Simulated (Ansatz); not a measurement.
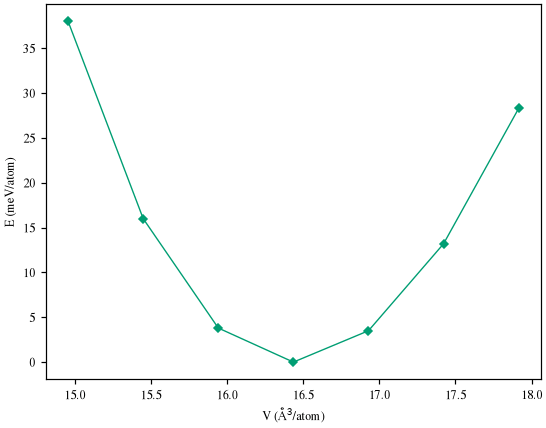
Mg₃SnO (anti-perovskite, Pm-3m) under volume change, r²SCAN in the plane-wave PAW code Ansatz, scaled uniformly.

Problem. What does a third-order Birch–Murnaghan fit give for V₀, B₀ and B′?

Solution. V₀ = 16.43 Å³/atom, B₀ = 78.4 GPa, B′ = 4.0.

The start of the workflow was typed in or built on a structure type; neither database checked (COD, Materials Project) lists it. Its standing as an ambient phase is unchecked. The r²SCAN relaxation kept the symmetry of its start; its stability against distortions is not shown here. Scalar-relativistic: spin–orbit coupling is off unless named, which matters more the heavier the elements.

Potentials: the earlier of the program's two PAW sets.
